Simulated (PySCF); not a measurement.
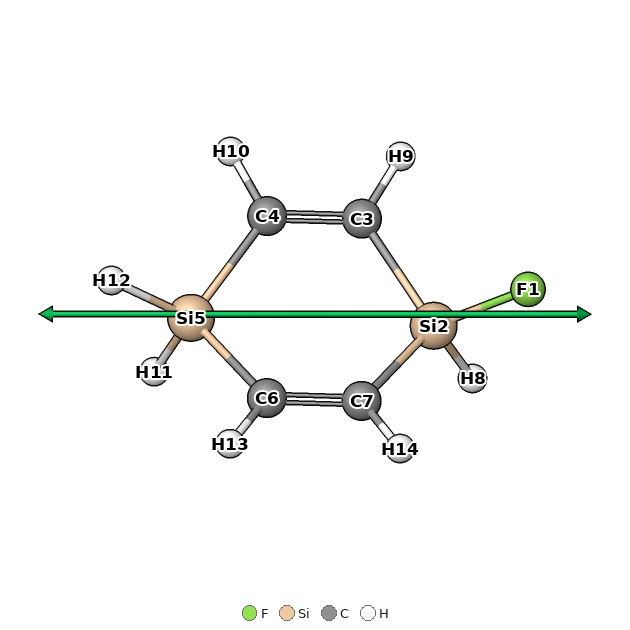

The double arrow shows the direction of the transition dipole to excited singlet state 4 (its length means nothing). The computed structure is the end point of a GFN2-xTB optimisation. No frequency run is at hand to confirm it as a minimum. Properties computed with TDDFT PBE0/def2-SVPD, vertical, gas phase, core orbitals frozen in the response (PySCF 2.14.0).

Question: How is the transition polarised?

Answer: Nearly parallel to the C3–C4 bond.

Question: Where does the transition lie, and how strong is it?

Answer: 6.02 eV (206 nm), oscillator strength 0.071, mainly HOMO−1 → LUMO (weight 0.73); transition dipole 1.76 D.

The geometry is semi-empirical. Around Si such bond lengths and angles can be off by a tenth of an ångström or more and by several degrees, and values that hang on the shape move with them.
